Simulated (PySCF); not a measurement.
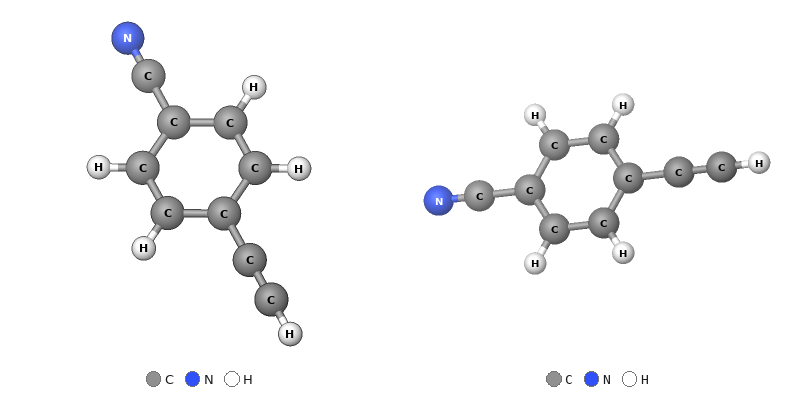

Both panels show the same species.

The computed structure is the end point of a GFN2-xTB optimisation. No frequency run is at hand to confirm it as a minimum.

Question: Which formula does it have?

Answer: C₉H₅N, 15 atoms: 9 carbon, 5 hydrogen and 1 nitrogen.

Question: What is the point group of this geometry?

Answer: C2v.

The parts below concern this one geometry. Atoms keep their numbers from picture to picture.

**Geometry**

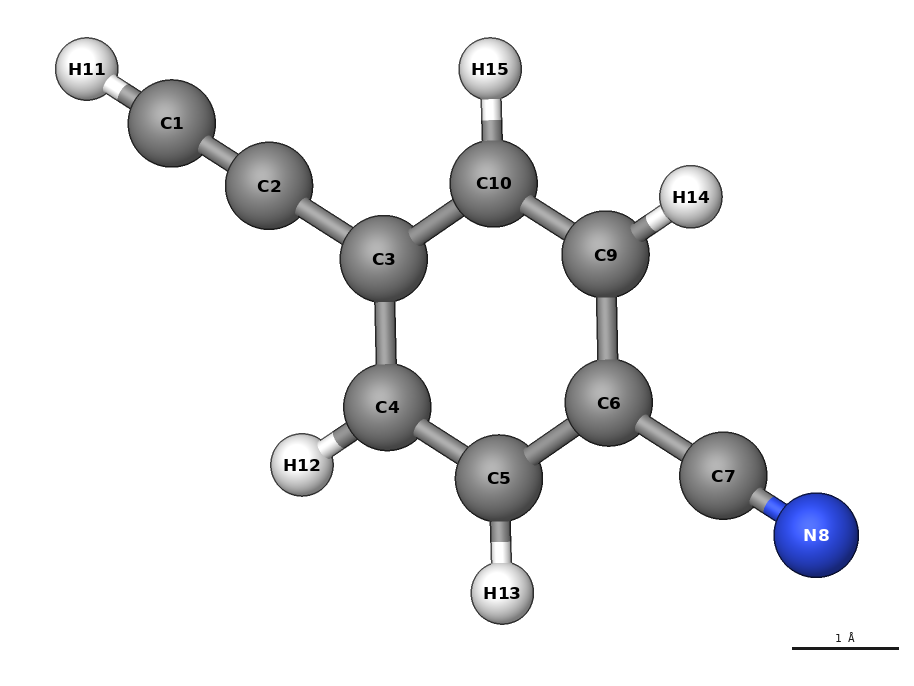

Atoms carry their numbers in the input. No frequency run is at hand to confirm it as a minimum.

Give these bond angles: C2–C1–H11, C1–C2–C3, C2–C3–C4, C4–C3–C10, C5–C6–C9, C5–C6–C7, C6–C7–N8, C4–C5–C6, C6–C5–H13, C4–C5–H13, C3–C4–C5, C3–C4–H12, C5–C4–H12.

```json
{"angle": "C2–C1–H11", "degrees": "180.0"}
{"angle": "C1–C2–C3", "degrees": "179.9"}
{"angle": "C2–C3–C4", "degrees": "120.1"}
{"angle": "C4–C3–C10", "degrees": "119.8"}
{"angle": "C5–C6–C9", "degrees": "120.2"}
{"angle": "C5–C6–C7", "degrees": "119.9"}
{"angle": "C6–C7–N8", "degrees": "179.9"}
{"angle": "C4–C5–C6", "degrees": "119.8"}
{"angle": "C6–C5–H13", "degrees": "119.6"}
{"angle": "C4–C5–H13", "degrees": "120.6"}
{"angle": "C3–C4–C5", "degrees": "120.2"}
{"angle": "C3–C4–H12", "degrees": "119.5"}
{"angle": "C5–C4–H12", "degrees": "120.4"}
```

**NMR shielding**

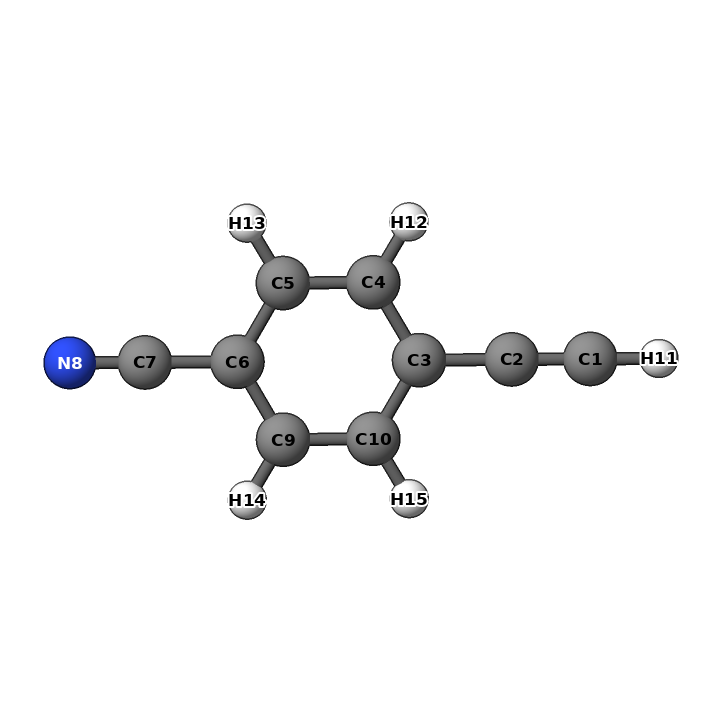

No frequency run is at hand to confirm it as a minimum. Method: GIAO PBE0/pcSseg-1 NMR shielding, non-relativistic, gas phase (PySCF 2.14.0). Principal shieldings σ11 ≤ σ22 ≤ σ33, span Ω = σ33 − σ11, skew κ = 3(σiso − σ22)/Ω.

Question: Which C atom has the most anisotropic shielding?

Answer: C7, with a span of 354 ppm.

Give the shielding tensors of the C atoms.

```json
{"atom": "C1", "σ11": "36.9", "σ22": "43.7", "σ33": "200.7", "σiso": "93.8", "Ω": "163.8", "κ": "0.92"}
{"atom": "C2", "σ11": "−7.9", "σ22": "5.9", "σ33": "299.0", "σiso": "99.0", "Ω": "307.0", "κ": "0.91"}
{"atom": "C3", "σ11": "−45.7", "σ22": "40.1", "σ33": "173.6", "σiso": "56.0", "Ω": "219.3", "κ": "0.22"}
{"atom": "C4, C10", "σ11": "−59.4", "σ22": "30.2", "σ33": "170.6", "σiso": "47.1", "Ω": "230.0", "κ": "0.22"}
{"atom": "C5, C9", "σ11": "−61.2", "σ22": "28.9", "σ33": "173.9", "σiso": "47.2", "Ω": "235.2", "κ": "0.23"}
{"atom": "C6", "σ11": "−32.8", "σ22": "69.2", "σ33": "173.1", "σiso": "69.8", "Ω": "205.9", "κ": "0.01"}
{"atom": "C7", "σ11": "−60.4", "σ22": "−44.7", "σ33": "293.2", "σiso": "62.7", "Ω": "353.7", "κ": "0.91"}
```

Shieldings and span in ppm.

**Bond orders**

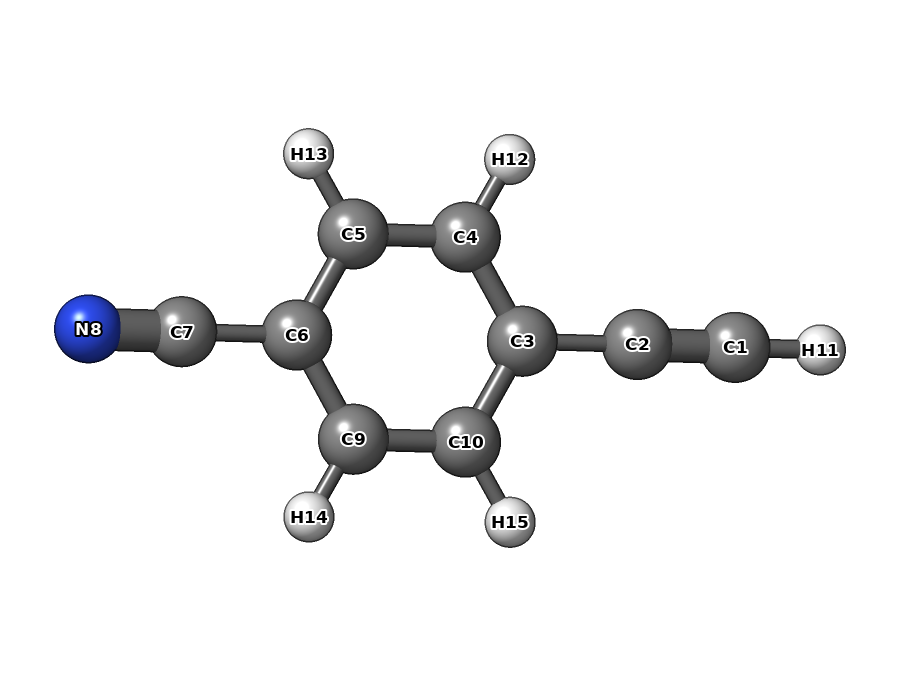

The thickness of each stick grows with its Mayer bond order. No frequency run is at hand to confirm it as a minimum. Level of theory: PBE0/pcSseg-1 (PySCF 2.14.0).

List the Mayer bond orders of C1–C2, C1–H11, C2–C3, C3–C4, C6–C7, C5–C6, C7–N8, C4–C5, C5–H13, C4–H12 (one bond of each equivalent set).

| bond | Mayer order | length (Å) |
| --- | --- | --- |
| C1–C2 | 2.31 | 1.201 |
| C1–H11 | 1.15 | 1.049 |
| C2–C3 | 1.00 | 1.415 |
| C3–C4 | 1.39 | 1.397 |
| C6–C7 | 1.04 | 1.413 |
| C5–C6 | 1.36 | 1.397 |
| C7–N8 | 3.02 | 1.147 |
| C4–C5 | 1.46 | 1.378 |
| C5–H13 | 0.97 | 1.080 |
| C4–H12 | 0.97 | 1.080 |

**Charges**

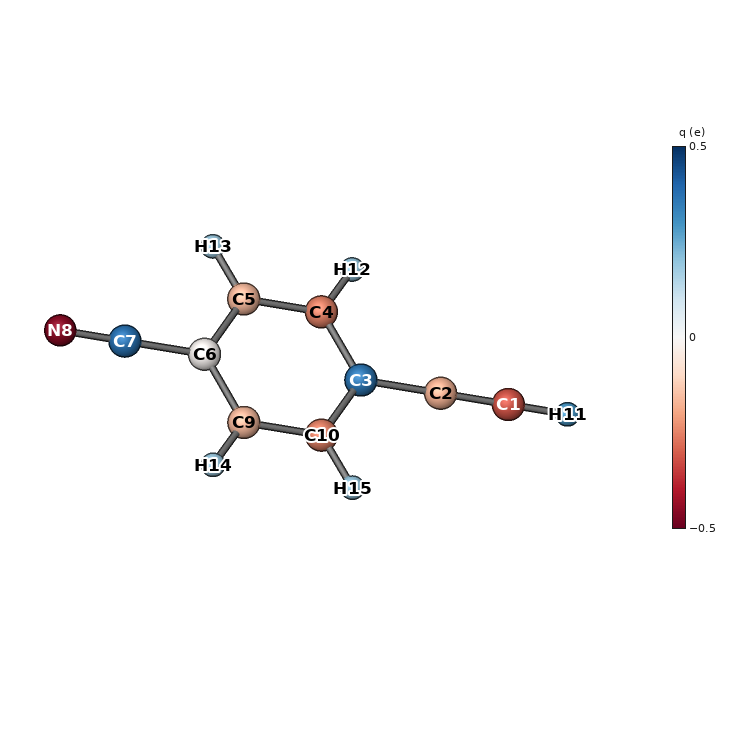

Atoms are coloured by their ESP-fitted charges. No frequency run is at hand to confirm it as a minimum. Level of theory: PBE0/pcSseg-1, gas phase (PySCF 2.14.0).

Question: Which atom carries the highest charge (most positive or least negative)?

Answer: C7 (0.37 e).

Question: And the lowest?

Answer: N8 (−0.45 e).

Give the ESP-fitted charges atom by atom.

```json
{"atom": "C1", "value (e)": "−0.32"}
{"atom": "C2", "value (e)": "−0.17"}
{"atom": "C3", "value (e)": "0.36"}
{"atom": "C4", "value (e)": "−0.25"}
{"atom": "C5", "value (e)": "−0.16"}
{"atom": "C6", "value (e)": "−0.01"}
{"atom": "C7", "value (e)": "0.37"}
{"atom": "N8", "value (e)": "−0.45"}
{"atom": "C9", "value (e)": "−0.16"}
{"atom": "C10", "value (e)": "−0.25"}
{"atom": "H11", "value (e)": "0.29"}
{"atom": "H12", "value (e)": "0.19"}
{"atom": "H13", "value (e)": "0.18"}
{"atom": "H14", "value (e)": "0.18"}
{"atom": "H15", "value (e)": "0.19"}
```
